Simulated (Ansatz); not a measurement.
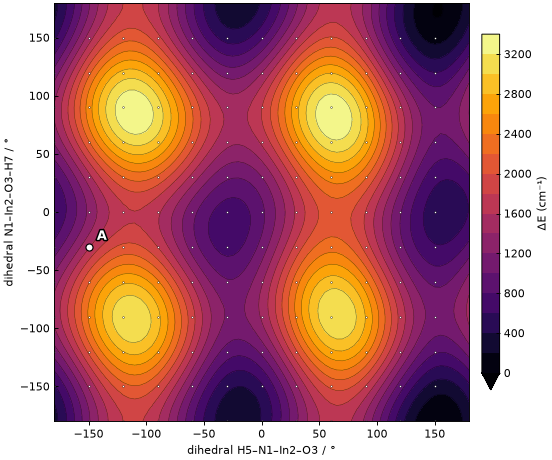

H4InNOS, SMILES [NH2][In]([OH])[SH]. First axis: dihedral H5–N1–In2–O3. Second axis: dihedral N1–In2–O3–H7. Nothing is relaxed (all other coordinates rigid). The grid has 12 × 12 points. Points are written as (first, second). All energies are given in cm⁻¹ relative to the lowest grid point. The calculation used Ansatz, RKS SPW92 (LDA)/def2-TZVP.

In the figure: filled contours, dots at the grid points, the point A. Between grid points the surface is interpolated.

Which way does the force act at A, and how strong is it?

Answer. A, at (−150°, −30°), is not a stationary point. The computed force is 24 cm⁻¹ for each degree towards smaller values of dihedral H5–N1–In2–O3 and 19 cm⁻¹ for each degree towards larger values of dihedral N1–In2–O3–H7.
